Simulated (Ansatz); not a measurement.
```xyz
6

B    -0.0096    0.4590    0.0244
F    -0.0211    0.9504    1.2494
H     1.0616    0.2897   -0.5056
H    -1.0715    0.2223   -0.4985
H     0.0778   -2.3722    0.6470
H     0.0742   -2.0749    1.3474
```

These are results of Ansatz 0.2.0, RKS B3LYP-D4/def2-SVP, not measurements.

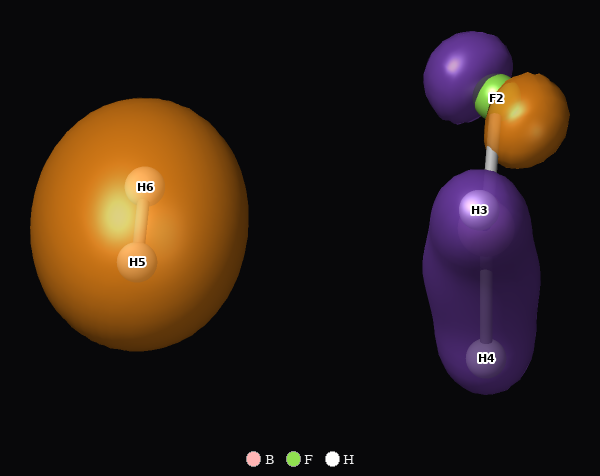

BFH2···H2. The HOMO−1 at ±0.2 Å⁻³ᐟ² (orange and purple are the two phases), seen at a tilt.

Question: Describe this orbital and give its energy.

Answer: Its weight (Hirshfeld) is mainly on H5 (about 35 %), H6 (about 35 %), B1 (about 10 %) and F2 (about 5 %). Its energy is −11.74 eV.
